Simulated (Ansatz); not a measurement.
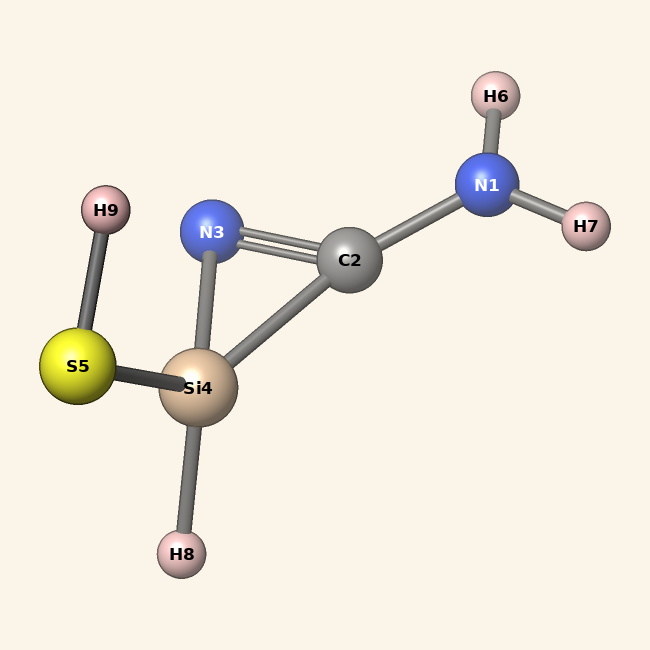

Distant atoms are faded towards the background colour. Computed geometry: PBE0-D4/def2-TZVP optimisation. No frequency run is at hand to confirm it as a minimum.

> Find the stereocentres and stereogenic double bonds.

Centres: Si4.

> Give the R/S and E/Z labels.

Si4: R (priorities S5 > N3 > C2 > H8).
